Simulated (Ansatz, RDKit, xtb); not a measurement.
# GeSi2H4F: a search for the lowest isomer, part 2 of 2

Only the formula GeSi2H4F is given (odd number of electrons). Aim: find the structure of lowest free energy at 298.15 K, then its properties.

xtb, Ansatz and PySCF; isolated molecules. Earlier steps stand in the parts before.

**9. Thermal terms of the finalists**

At 298.15 K and 1 atm, ideal gas, rigid rotor and harmonic oscillator:

| label | SMILES | spin | point group | lowest mode (cm⁻¹) | zero-point (kcal/mol) | G − E (kcal/mol) |
| --- | --- | --- | --- | --- | --- | --- |
| c643b | [F][SiH][Ge][SiH3] ‡ | doublet | C1 | 25 | 21.4 | -1.2 |
| c483a | [F][SiH][Ge][SiH3] ‡ | doublet | Cs | 56 | 21.5 | -0.5 |
| c791a | [F][Si]([SiH3])[GeH] ‡ | doublet | Cs | 63 | 20.8 | -1.2 |
| c915b | F[Si@@H]1[SiH2][GeH]1 | doublet | C1 | 132 | 20.8 | -0.1 |

Chiral structures get −RT ln 2 for their mirror image.

‡ marks the bonded skeleton alone, with all bonds drawn single: no Lewis structure was assigned that passes a check against the bond lengths.

**10. Energies at the top level**

Single points at CCSD(T)/def2-SVP + MP2/def2-TZVPP - MP2/def2-SVP on the refined geometries decide the order.

c643b, CCSD(T)/def2-SVP:

The input, input.yaml:

```yaml
crystal:
  periodic: [false, false, false]
  atoms:
    - symbol: F
      position_ang: [0.050888, -2.283723, 2.511448]
    - symbol: Ge
      position_ang: [-2.014577, -0.525563, 0.244320]
    - symbol: Si
      position_ang: [-0.037339, -1.024880, 1.452463]
    - symbol: Si
      position_ang: [-0.608540, 1.162368, -0.962228]
    - symbol: H
      position_ang: [1.316999, -0.363280, 1.579368]
    - symbol: H
      position_ang: [0.792198, 1.409304, -0.461342]
    - symbol: H
      position_ang: [-0.498879, 0.741998, -2.404686]
    - symbol: H
      position_ang: [-1.332424, 2.482857, -0.931620]
basis:
  gaussian: {orbitals: def2-SVP}
magnetization: {spin_polarized: true, initial_magnetization: 1}
correlation: {method: ccsd_t, frozen_orbitals: {F: 1, H: 0, Ge: 9, Si: 5}}
scf: {omitted_lower_state_checks: [cluster_reference]}
```

Launch:

```console
$ ansatz run input.yaml --threads 2 --pin off --max-ram 4350MiB --events-out events.jsonl --progress --plain --runs-dir runs
```

Standard output (excerpt; [...] marks lines left out):

```text
Warning: RAYON_NUM_THREADS=2 ignored (pool sized by the plan → 2); use --threads N
Functional definition: HF
  name "HF"
[...]
986 factors; integrals over basis functions are off by at most 1.2e-3 eV
[...]
mean field -74952.74206148 eV, -2754.4624659659 hartree, gradient 2.7e-6 eV, S^2 0.775124; 2 other end points of the search recorded, 0 dependent functions left out
20 core orbitals not correlated: weight in the atoms' cores, before any rotation towards them, 1.000 or more for the frozen orbitals, at most 0.000 for the correlated occupied ones
reference -74952.74206148 eV, -2754.4624659659 hartree; 17, 16 occupied and 65, 66 virtual orbitals, 986 factors
second order -15.86260582 eV of doubles, -0.00000000 eV of singles
cycle   1  -16.26939469 eV  change   -4.1e-1 eV  update   1.2e-1
[...]
cycle  12  -16.94674159 eV  change   -5.7e-6 eV  update   4.1e-5
perturbative correction -0.49829820 eV, -0.0183121212 hartree
Total energy: -74970.18710127 eV, -2755.1035593536 hartree
Checks for a lower state left out: cluster_reference
```

Run time: 26 s. Hardware: 2 threads of Intel Xeon Platinum 8259CL at 2.50GHz (Skylake/Cascade Lake), shared host; peak memory 0.79 GiB.

**11. c643b at MP2/def2-TZVPP**

The input, input.yaml:

```yaml
crystal:
  periodic: [false, false, false]
  atoms:
    - {symbol: F, position_ang: [0.050888, -2.283723, 2.511448]}
    - {symbol: Ge, position_ang: [-2.014577, -0.525563, 0.244320]}
    - {symbol: Si, position_ang: [-0.037339, -1.024880, 1.452463]}
    - {symbol: Si, position_ang: [-0.608540, 1.162368, -0.962228]}
    - {symbol: H, position_ang: [1.316999, -0.363280, 1.579368]}
    - {symbol: H, position_ang: [0.792198, 1.409304, -0.461342]}
    - {symbol: H, position_ang: [-0.498879, 0.741998, -2.404686]}
    - {symbol: H, position_ang: [-1.332424, 2.482857, -0.931620]}
basis:
  gaussian:
    orbitals: def2-TZVPP
magnetization:
  spin_polarized: true
  initial_magnetization: 1
correlation:
  method: mp2
  frozen_orbitals: {F: 1, H: 0, Ge: 9, Si: 5}
```

Launch:

```console
$ ansatz run input.yaml --threads 2 --pin off --max-ram 4350MiB --events-out events.jsonl --progress --plain --runs-dir runs
```

Standard output (excerpt; [...] marks lines left out):

```text
Warning: RAYON_NUM_THREADS=2 ignored (pool sized by the plan → 2); use --threads N
Functional definition: HF
  name "HF"
[...]
1325 factors; integrals over basis functions are off by at most 9.6e-4 eV
[...]
mean field -74969.23450451 eV, -2755.0685520683 hartree, gradient 3.5e-6 eV, S^2 0.781449; 2 other end points of the search recorded, 0 dependent functions left out
20 core orbitals not correlated: weight in the atoms' cores, before any rotation towards them, 1.000 or more for the frozen orbitals, at most 0.000 for the correlated occupied ones
reference -74969.23450451 eV, -2755.0685520683 hartree; 17, 16 occupied and 182, 183 virtual orbitals, 1325 factors
second order -19.45848189 eV of doubles, -0.00000000 eV of singles
Total energy: -74988.69298640 eV, -2755.7836380884 hartree
```

Wall time 16 s (2 threads of Intel Xeon Platinum 8259CL at 2.50GHz (Skylake/Cascade Lake), shared host); peak memory 0.67 GiB.

**12. c483a at CCSD(T)/def2-SVP**

The input, input.yaml:

```yaml
crystal:
  periodic: [false, false, false]
  atoms:
    - {symbol: F, position_ang: [-2.233994, -1.347197, 3.295748]}
    - {symbol: Ge, position_ang: [-0.945003, 1.535179, 1.562791]}
    - {symbol: Si, position_ang: [-2.108190, 0.296800, 3.216326]}
    - {symbol: Si, position_ang: [-0.316757, -0.636894, 0.477856]}
    - {symbol: H, position_ang: [-2.894495, 0.766683, 4.420193]}
    - {symbol: H, position_ang: [-1.509194, -1.430526, 0.017195]}
    - {symbol: H, position_ang: [0.514178, -1.519895, 1.368841]}
    - {symbol: H, position_ang: [0.509799, -0.316796, -0.738230]}
basis:
  gaussian: {orbitals: def2-SVP}
scf: {omitted_lower_state_checks: [cluster_reference]}
magnetization: {spin_polarized: true, initial_magnetization: 1}
correlation: {method: ccsd_t, frozen_orbitals: {F: 1, H: 0, Ge: 9, Si: 5}}
```

Launch:

```console
$ ansatz run input.yaml --threads 2 --pin off --max-ram 4350MiB --events-out events.jsonl --progress --plain --runs-dir runs
```

Standard output (excerpt; [...] marks lines left out):

```text
Warning: RAYON_NUM_THREADS=2 ignored (pool sized by the plan → 2); use --threads N
Functional definition: HF
  name "HF"
[...]
986 factors; integrals over basis functions are off by at most 1.1e-3 eV
[...]
mean field -74952.75418420 eV, -2754.4629114680 hartree, gradient 7.1e-6 eV, S^2 0.766378; 4 other end points of the search recorded, 0 dependent functions left out
20 core orbitals not correlated: weight in the atoms' cores, before any rotation towards them, 1.000 or more for the frozen orbitals, at most 0.000 for the correlated occupied ones
reference -74952.75418420 eV, -2754.4629114680 hartree; 17, 16 occupied and 65, 66 virtual orbitals, 986 factors
second order -15.83716010 eV of doubles, -0.00000000 eV of singles
cycle   1  -16.24464583 eV  change   -4.1e-1 eV  update   1.2e-1
[...]
cycle  11  -16.92269031 eV  change    5.5e-6 eV  update   4.1e-5
perturbative correction -0.49418104 eV, -0.0181608181 hartree
Total energy: -74970.17105555 eV, -2755.1029696846 hartree
Checks for a lower state left out: cluster_reference
```

Wall time 25 s (2 threads of Intel Xeon Platinum 8259CL at 2.50GHz (Skylake/Cascade Lake), shared host); peak memory 0.79 GiB.

**13. The ranking**

Energies in kcal/mol from c643b; G adds the thermal terms to the CCSD(T)/def2-SVP + MP2/def2-TZVPP - MP2/def2-SVP energy. The columns left of the relaxed level are at the tight-binding geometries.

| label | SMILES | spin | GFN2-xTB | HF/STO-3G | r2SCAN-D4/def2-SVP | BLYP-D3(BJ)/def2-SVP | HF/def2-SVP | MP2/def2-SVP | CCSD(T)/def2-SVP + MP2/def2-TZVPP - MP2/def2-SVP | G | share at equilibrium | T1 |
| --- | --- | --- | --- | --- | --- | --- | --- | --- | --- | --- | --- | --- |
| c643b | [F][SiH][Ge][SiH3] ‡ | doublet | 0.0 | 0.0 | 0.0 | 0.0 | 0.0 | 0.0 | 0.0 | 0.0 | 97.1 % | 0.017 |
| c483a | [F][SiH][Ge][SiH3] ‡ | doublet | 3.1 | -1.3 | -1.8 | 0.4 | -0.3 | 0.3 | 1.5 | 2.2 | 2.5 % | 0.016 |
| c915b | F[Si@@H]1[SiH2][GeH]1 | doublet | 10.4 | 11.5 | 3.0 | 5.4 | 8.2 | 2.4 | 2.2 | 3.2 | 0.4 % | 0.017 |
| c791a | [F][Si]([SiH3])[GeH] ‡ | doublet | 9.6 | 1.5 | 3.8 | 5.0 | 3.8 | 7.1 | 6.8 | 6.8 | < 0.1 % | 0.017 |

‡ marks the bonded skeleton alone, with all bonds drawn single: no Lewis structure was assigned that passes a check against the bond lengths.

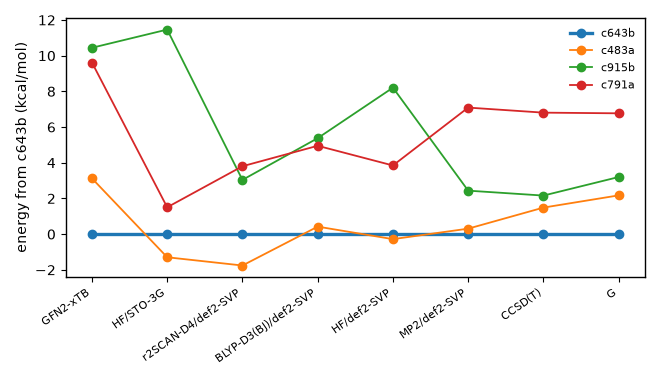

The finalists at each level, measured from c643b.

Lowest found: c643b, `[F][SiH][Ge][SiH3]` ‡, a doublet of point group C1. Bond lengths: F1–Si3 1.647 Å, Ge2–Si3 2.370 Å, Ge2–Si4 2.506 Å, Si3–H5 1.513 Å, Si4–H6 1.508 Å, Si4–H7 1.506 Å, Si4–H8 1.506 Å. Angles: F1–Si3–Ge2 122.2°, Si3–Ge2–Si4 85.4°, F1–Si3–H5 103.4°, Ge2–Si3–H5 134.2°, Ge2–Si4–H6 118.1°, Ge2–Si4–H7 108.3°, Ge2–Si4–H8 108.1°, H6–Si4–H7 107.2°, H6–Si4–H8 107.2°, H7–Si4–H8 107.4°.

```xyz
8

F     0.0509   -2.2837    2.5114
Ge   -2.0146   -0.5256    0.2443
Si   -0.0373   -1.0249    1.4525
Si   -0.6085    1.1624   -0.9622
H     1.3170   -0.3633    1.5794
H     0.7922    1.4093   -0.4613
H    -0.4989    0.7420   -2.4047
H    -1.3324    2.4829   -0.9316
```

‡ marks the bonded skeleton alone, with all bonds drawn single: no Lewis structure was assigned that passes a check against the bond lengths.

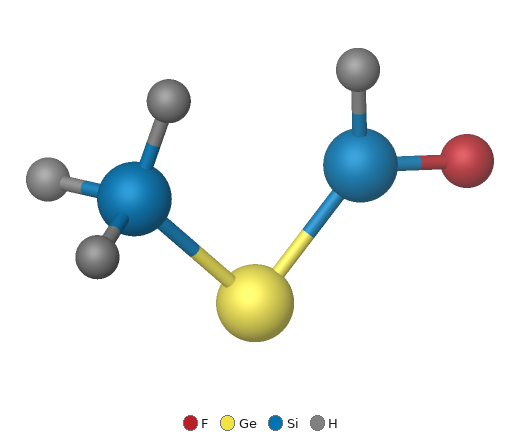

The lowest structure found, seen from a chosen angle (fluorine red, germanium yellow, silicon blue, hydrogen grey).

**14. Density, orbitals and dipole (PBE0/def2-TZVPD)**

The input, input.yaml:

```yaml
crystal:
  periodic: [false, false, false]
  atoms:
    - symbol: F
      position_ang: [0.050888, -2.283723, 2.511448]
    - symbol: Ge
      position_ang: [-2.014577, -0.525563, 0.244320]
    - symbol: Si
      position_ang: [-0.037339, -1.024880, 1.452463]
    - symbol: Si
      position_ang: [-0.608540, 1.162368, -0.962228]
    - symbol: H
      position_ang: [1.316999, -0.363280, 1.579368]
    - symbol: H
      position_ang: [0.792198, 1.409304, -0.461342]
    - symbol: H
      position_ang: [-0.498879, 0.741998, -2.404686]
    - symbol: H
      position_ang: [-1.332424, 2.482857, -0.931620]
basis:
  gaussian:
    orbitals: def2-TZVPD
magnetization:
  spin_polarized: true
  initial_magnetization: 1
hamiltonian:
  xc: {name: PBE0}
output: {forces: true, orbitals: {seedname: orbitals}}
```

Launch:

```console
$ ansatz run input.yaml --threads 2 --pin off --max-ram 4350MiB --events-out events.jsonl --progress --plain --runs-dir runs
```

Standard output (excerpt; [...] marks lines left out):

```text
Warning: RAYON_NUM_THREADS=2 ignored (pool sized by the plan → 2); use --threads N
Functional definition: PBE0
  name "PBE0"
[...]
1419 factors; their error is unknown
[...]
mean field -75040.88045654 eV, -2757.7014922423 hartree, gradient 2.1e-5 eV, S^2 0.756906; 2 other end points of the search recorded, 0 dependent functions left out
[...]
reference -75040.88049774 eV, -2757.7014937563 hartree; 37, 36 occupied and 179, 180 virtual orbitals, 1419 factors
[...]
Atom 3 at    -0.608540     1.162368    -0.962228 Å, force    -0.010375    -0.058381     0.049704 eV/Å
Atom 4 at     1.316999    -0.363280     1.579368 Å, force    -0.277727    -0.176414     0.004772 eV/Å
Atom 5 at     0.792198     1.409304    -0.461342 Å, force    -0.232215    -0.050296    -0.069881 eV/Å
Atom 6 at    -0.498879     0.741998    -2.404686 Å, force    -0.028765     0.061236     0.258324 eV/Å
Atom 7 at    -1.332424     2.482857    -0.931620 Å, force     0.122383    -0.237639     0.006164 eV/Å
Dipole moment:     0.055233     0.095214    -0.030737 e Å
```

It took 17 s on 2 threads of Intel Xeon Platinum 8259CL at 2.50GHz (Skylake/Cascade Lake), shared host; peak memory 0.91 GiB.

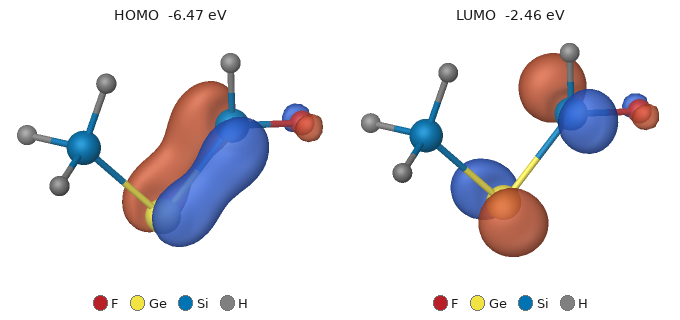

Frontier orbitals of this run (spin up), surfaces at ±0.2 Å^-3/2.

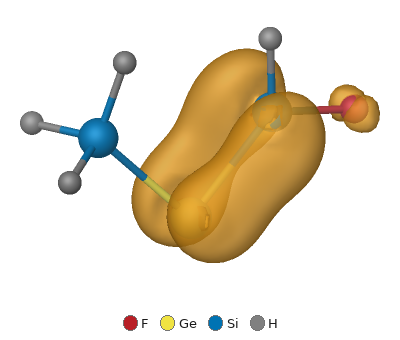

Spin density, surfaces at ±0.03 e/Å³.

**15. Frequencies after a tight-binding relaxation (GFN2-xTB)**

The input, start.xyz:

```xyz
8
c643b
F      0.050888    -2.283723     2.511448
Ge    -2.014577    -0.525563     0.244320
Si    -0.037339    -1.024880     1.452463
Si    -0.608540     1.162368    -0.962228
H      1.316999    -0.363280     1.579368
H      0.792198     1.409304    -0.461342
H     -0.498879     0.741998    -2.404686
H     -1.332424     2.482857    -0.931620
```

Launch:

```console
$ xtb start.xyz --gfn 2 --ohess tight --uhf 1
```

Standard output (excerpt; [...] marks lines left out):

```text
[...]
         ::                     SUMMARY                     ::
         :::::::::::::::::::::::::::::::::::::::::::::::::::::
         :: total energy             -12.182976067310 Eh    ::
         :: gradient norm              0.000260654135 Eh/a0 ::
         :: HOMO-LUMO gap              1.722146706542 eV    ::
         ::.................................................::
         :: SCC energy               -12.238292413639 Eh    ::
         :: -> isotropic ES            0.026099030167 Eh    ::
         :: -> anisotropic ES          0.000846670632 Eh    ::
         :: -> anisotropic XC         -0.004748792156 Eh    ::
         :: -> dispersion             -0.006265150010 Eh    ::
         :: repulsion energy           0.055316346329 Eh    ::
         :: add. restraining           0.000000000000 Eh    ::
         :: total charge               0.000000000000 e     ::
         :::::::::::::::::::::::::::::::::::::::::::::::::::::
[...]
          | TOTAL ENERGY              -12.182976067177 Eh   |
          | TOTAL ENTHALPY            -12.141151182415 Eh   |
          | TOTAL FREE ENERGY         -12.181790041590 Eh   |
          | GRADIENT NORM               0.000260984996 Eh/α |
[...]
```

Run time: 0.33 s. Hardware: 2 threads of Intel Xeon Platinum 8259CL at 2.50GHz (Skylake/Cascade Lake), shared host.

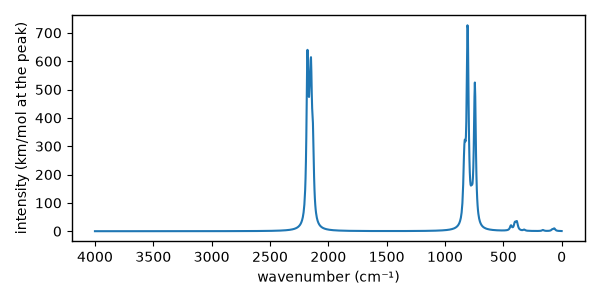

Harmonic infrared spectrum, unscaled, lines broadened by 10 cm⁻¹.

**16. The cation at the same geometry (PBE0/def2-TZVPD)**

The input, input.yaml:

```yaml
basis:
  gaussian:
    orbitals: def2-TZVPD
crystal:
  periodic: [false, false, false]
  atoms:
    - {symbol: F, position_ang: [0.050888, -2.283723, 2.511448]}
    - {symbol: Ge, position_ang: [-2.014577, -0.525563, 0.244320]}
    - {symbol: Si, position_ang: [-0.037339, -1.024880, 1.452463]}
    - {symbol: Si, position_ang: [-0.608540, 1.162368, -0.962228]}
    - {symbol: H, position_ang: [1.316999, -0.363280, 1.579368]}
    - {symbol: H, position_ang: [0.792198, 1.409304, -0.461342]}
    - {symbol: H, position_ang: [-0.498879, 0.741998, -2.404686]}
    - {symbol: H, position_ang: [-1.332424, 2.482857, -0.931620]}
total_charge: 1
hamiltonian:
  xc: {name: PBE0}
```

Launch:

```console
$ ansatz run input.yaml --threads 2 --pin off --max-ram 4350MiB --events-out events.jsonl --progress --plain --runs-dir runs
```

Standard output (excerpt; [...] marks lines left out):

```text
Warning: RAYON_NUM_THREADS=2 ignored (pool sized by the plan → 2); use --threads N
Functional definition: PBE0
  name "PBE0"
[...]
1419 factors; their error is unknown
[...]
mean field -75032.61200430 eV, -2757.3976322271 hartree, gradient 3.2e-5 eV, S^2 0.000000; 0 other end points of the search recorded, 0 dependent functions left out
reference -75032.61204407 eV, -2757.3976336883 hartree; 36, 36 occupied and 180, 180 virtual orbitals, 1419 factors
Total energy: -75032.61204407 eV, -2757.3976336883 hartree
```

Wall time 5.7 s (2 threads of Intel Xeon Platinum 8259CL at 2.50GHz (Skylake/Cascade Lake), shared host).

Difference from the parent: 8.27 eV. Only this spin of the product was run; a higher spin can lie lower.

**17. The anion at the same geometry (PBE0/def2-TZVPD)**

Changes to input.yaml since step 16:

```diff
@@ -1,4 +1,3 @@
 basis:
-  gaussian:
-    orbitals: def2-TZVPD
+  gaussian: {orbitals: def2-TZVPD}
 crystal:
@@ -14,4 +13,5 @@
     - {symbol: H, position_ang: [-1.332424, 2.482857, -0.931620]}
-total_charge: 1
-hamiltonian:
-  xc: {name: PBE0}
+hamiltonian: {xc: pbe0}
+total_charge: -1
+scf: {lower_state_search: "off"}
+magnetization: {spin_polarized: false}
```

Launch:

```console
$ ansatz run input.yaml --threads 2 --pin off --max-ram 4350MiB --events-out events.jsonl --progress --plain --runs-dir runs
```

Standard output (excerpt; [...] marks lines left out):

```text
Warning: RAYON_NUM_THREADS=2 ignored (pool sized by the plan → 2); use --threads N
Functional definition: PBE0
  name "PBE0"
[...]
1419 factors; their error is unknown
[...]
mean field -75043.07097373 eV, -2757.7819922643 hartree, gradient 2.2e-6 eV, S^2 0.000000; 0 other end points of the search recorded, 0 dependent functions left out
reference -75043.07101722 eV, -2757.7819938623 hartree; 37, 37 occupied and 179, 179 virtual orbitals, 1419 factors
Total energy: -75043.07101722 eV, -2757.7819938623 hartree
Checks for a lower state left out: stability, starts, cluster_reference, orbital_swaps, neighbouring_geometries, increment
```

It took 3.6 s on 2 threads of Intel Xeon Platinum 8259CL at 2.50GHz (Skylake/Cascade Lake), shared host.

Parent less the species with the added electron: 2.19 eV.

**18. The quartet at the same geometry (PBE0/def2-TZVPD)**

Changes to input.yaml since step 17:

```diff
@@ -1,3 +1 @@
-basis:
-  gaussian: {orbitals: def2-TZVPD}
 crystal:
@@ -13,5 +11,10 @@
     - {symbol: H, position_ang: [-1.332424, 2.482857, -0.931620]}
-hamiltonian: {xc: pbe0}
-total_charge: -1
-scf: {lower_state_search: "off"}
-magnetization: {spin_polarized: false}
+basis:
+  gaussian:
+    orbitals: def2-TZVPD
+total_charge: 0
+magnetization:
+  spin_polarized: true
+  initial_magnetization: 3
+hamiltonian:
+  xc: {name: PBE0}
```

Launch:

```console
$ ansatz run input.yaml --threads 2 --pin off --max-ram 4350MiB --events-out events.jsonl --progress --plain --runs-dir runs
```

Standard output (excerpt; [...] marks lines left out):

```text
Warning: RAYON_NUM_THREADS=2 ignored (pool sized by the plan → 2); use --threads N
Functional definition: PBE0
  name "PBE0"
[...]
1419 factors; their error is unknown
[...]
mean field -75038.16127473 eV, -2757.6015641538 hartree, gradient 5.9e-5 eV, S^2 3.761401; 4 other end points of the search recorded, 0 dependent functions left out
reference -75038.16131792 eV, -2757.6015657410 hartree; 38, 35 occupied and 178, 181 virtual orbitals, 1419 factors
Total energy: -75038.16131792 eV, -2757.6015657410 hartree
```

It took 18 s on 2 threads of Intel Xeon Platinum 8259CL at 2.50GHz (Skylake/Cascade Lake), shared host; peak memory 0.9 GiB.

It lies 2.72 eV above the doublet.

**19. What came out**

This closing draws on all 2 parts.

```
                                                       quantity                                                                                 value
                                         lowest structure found                                                     [F][SiH][Ge][SiH3] ‡, doublet, C1
                                                  next finalist                               [F][SiH][Ge][SiH3] ‡, doublet, 2.2 kcal/mol higher in G
                      share at equilibrium, among the finalists                                                                                97.1 %
                                                         funnel  115 starts, 69 minima at GFN2-xTB, 17 screening runs, 3 rescued, 6 relaxed, 4 ranked
                                           CPU time of all runs                                                                                57 min
harmonic wavenumbers, lowest and highest (BLYP-D3(BJ)/def2-SVP)                                                                      25 and 2132 cm⁻¹
                            rotational constants, same geometry                                                         0.1373, 0.04755, 0.03581 cm⁻¹
                                dipole moment (PBE0/def2-TZVPD)                                                                                0.55 D
           HOMO energy (highest over α and β) (PBE0/def2-TZVPD)                                                                              -6.47 eV
            LUMO energy (lowest over α and β) (PBE0/def2-TZVPD)                                                                              -3.81 eV
             vertical ionisation energy (to the singlet cation)                                                                               8.27 eV
                                     vertical electron affinity                                                                               2.19 eV
                                  vertical quartet less doublet                                                                              +2.72 eV
```

In words: The lowest structure found is `[F][SiH][Ge][SiH3]` ‡. The next finalist is drawn with the same bonds. GFN2-xTB, r2SCAN-D4/def2-SVP, BLYP-D3(BJ)/def2-SVP, HF/def2-SVP and MP2/def2-SVP already put its bonding pattern lowest among the structures in one piece; HF/STO-3G favours the doublet [F][Si][GeH][SiH3] ‡ (c125b, not a finalist). The largest share of the time went into recheck (37 %). 30 minima inside the window were never screened. Lowest found is not proven lowest: the search is finite, and each finalist counts with one conformer. Patterns outside the rules of the enumeration were met only by chance.

‡ marks the bonded skeleton alone, with all bonds drawn single: no Lewis structure was assigned that passes a check against the bond lengths.
